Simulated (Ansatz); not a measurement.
The figure comes from a scan of BP (zinc blende): a phonon pattern at L = (0.5, 0.0, 0.0) is frozen into a 4-atom cell, Q being the largest atomic displacement. Computed with PBE (plane waves to 420 eV, PAW, scalar-relativistic; Ansatz, a first-principles code). k mesh 6×12×12 (Γ-centred), Fermi-Dirac smearing 0.05 eV. Energies are smeared free energies. BP was relaxed with its symmetry unable to fall. The PAW data are Ansatz's earlier set. ΔE is measured from the undisplaced structure.

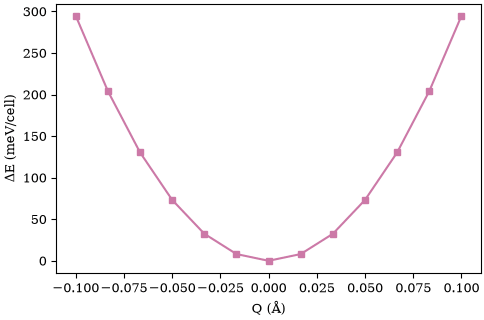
Figure. ΔE (meV/cell) against Q (Å); markers are the computed points, lines only join them.

**Question.** Read the plotted values off the figure, to the accuracy that the plot allows.

**Answer.** To the nearest 5:

```csv
Q (Å),ΔE (meV/cell)
-0.100,295
-0.083,205
-0.067,130
-0.050,75
-0.033,35
-0.017,10
0.000,0
0.017,10
0.033,35
0.050,75
0.067,130
0.083,205
0.100,295
```

(For displaced atoms, the force is minus the slope of the energy, and its curvature is a force constant, which sets phonon frequencies.)
